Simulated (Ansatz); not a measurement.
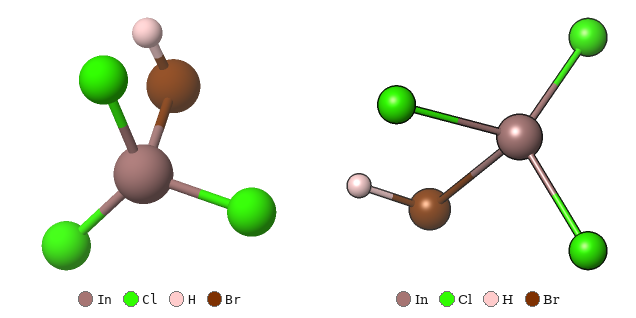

The same structure drawn twice, from different directions.

**Which formula does it have?**

BrCl3HIn, 6 atoms: 1 bromine, 3 chlorine, 1 hydrogen and 1 indium.

**How many atoms are distinct by symmetry?**

5: 1 In, 1 Cl, 2 Cl, 1 H, 1 Br.

**How many bonds of each kind are drawn?**

3 Cl–In, 1 Br–H, 1 Br–In. Sticks follow a distance rule.

**Which point group does it belong to?**

Cs.

The parts below concern this one geometry. Atoms keep their numbers from picture to picture. Computed geometry: PBE0-D4/def2-TZVP optimisation.

### Geometry

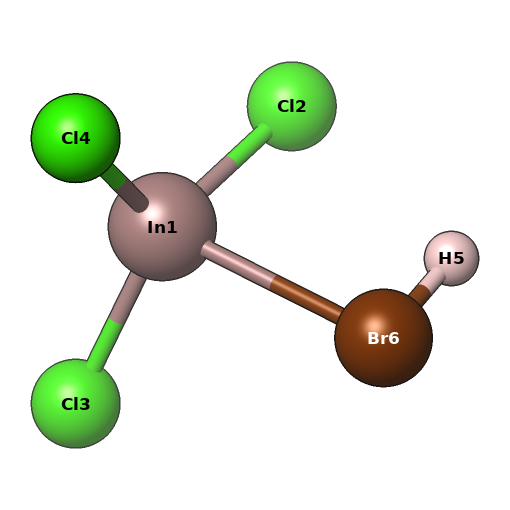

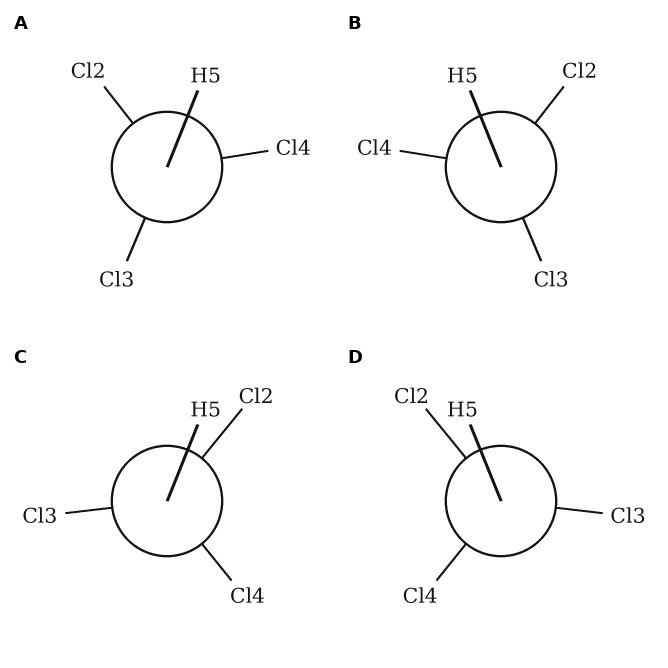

Atoms fade into the background with distance from the viewer. Bonds that would overlap in a projection are set slightly apart.

**Which Newman projection shows the view along Br6–In1, with Br6 in front?**

D. The torsion angle H5–Br6–In1–Cl2 is 0°, synperiplanar (eclipsed).

### Vibrations

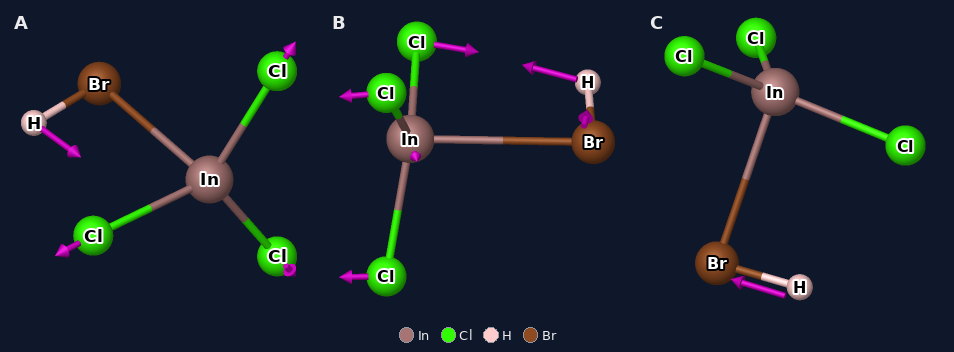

3 normal modes of one molecule or complex, as arrows. Harmonic vibrations computed with RKS PBE0-D4/def2-TZVP, core potentials on In (Ansatz 0.2.0) at a stationary point of the same level.

**Match the panels to the wavenumbers 55 cm⁻¹, 339 cm⁻¹, 2606 cm⁻¹.**

A: 339 cm⁻¹
B: 55 cm⁻¹, Br–In–Cl bending
C: 2606 cm⁻¹, Br–H stretching

### Electronic properties

Level of theory: RKS PBE0-D4/def2-TZVPP, core potentials on In (Ansatz 0.2.0).

What does the calculation give?

- HOMO energy (Kohn–Sham orbital): −9.10 eV
- LUMO energy (Kohn–Sham orbital): −2.41 eV
- HOMO–LUMO gap: 6.70 eV

### Charges

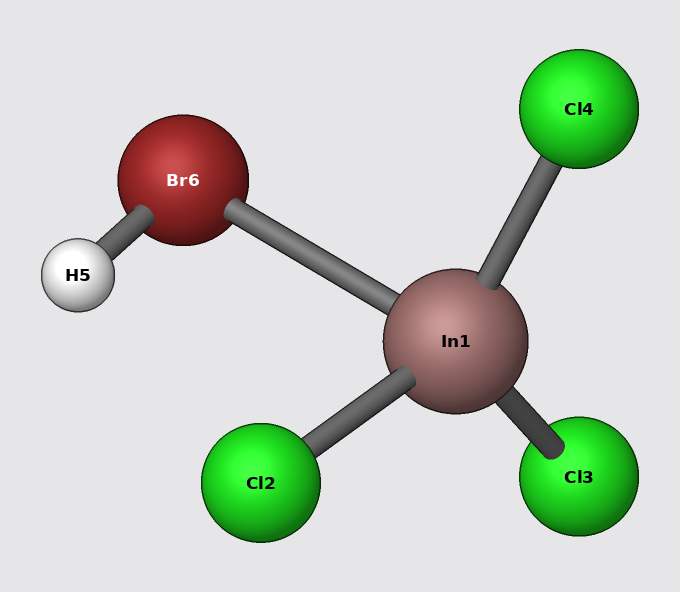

The questions are on Mulliken charges. Level of theory: RKS PBE0-D4/def2-TZVP, core potentials on In (Ansatz 0.2.0).

Give the Mulliken charges atom by atom.

```json
{"atom": "In1", "value (e)": "0.92"}
{"atom": "Cl2", "value (e)": "−0.37"}
{"atom": "Cl3", "value (e)": "−0.35"}
{"atom": "Cl4", "value (e)": "−0.35"}
{"atom": "H5", "value (e)": "0.25"}
{"atom": "Br6", "value (e)": "−0.10"}
```

### Dipole moment

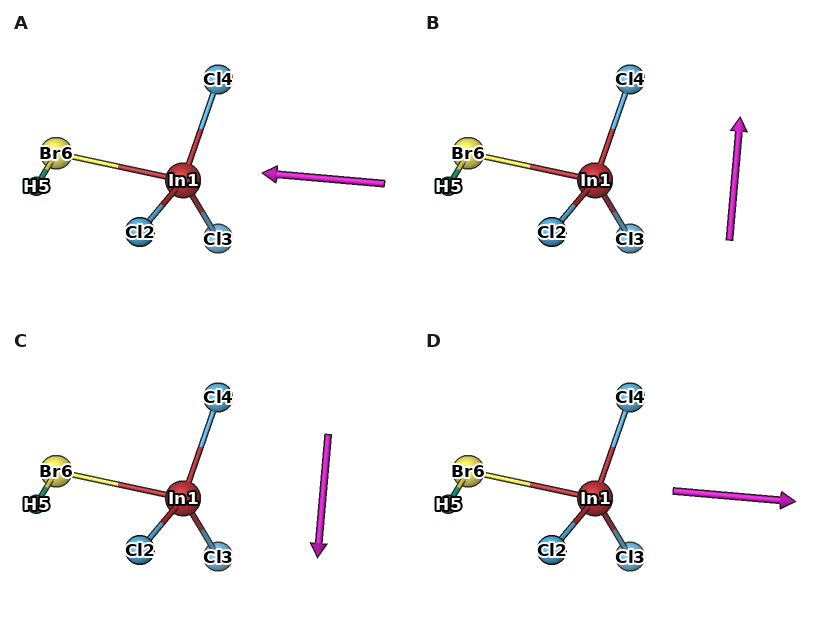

The same molecule four times, each with an arrow. Level of theory: RKS PBE0-D4/def2-TZVP, core potentials on In (Ansatz 0.2.0).

**Which arrow points along the dipole moment, from the negative to the positive end?**

A. The dipole moment is 3.12 D; it points from the side of Cl3, Cl4 to the side of H5 (the outermost atoms at the two ends).

Mulliken values depend strongly on the basis set and can even reverse the polarity of a bond.
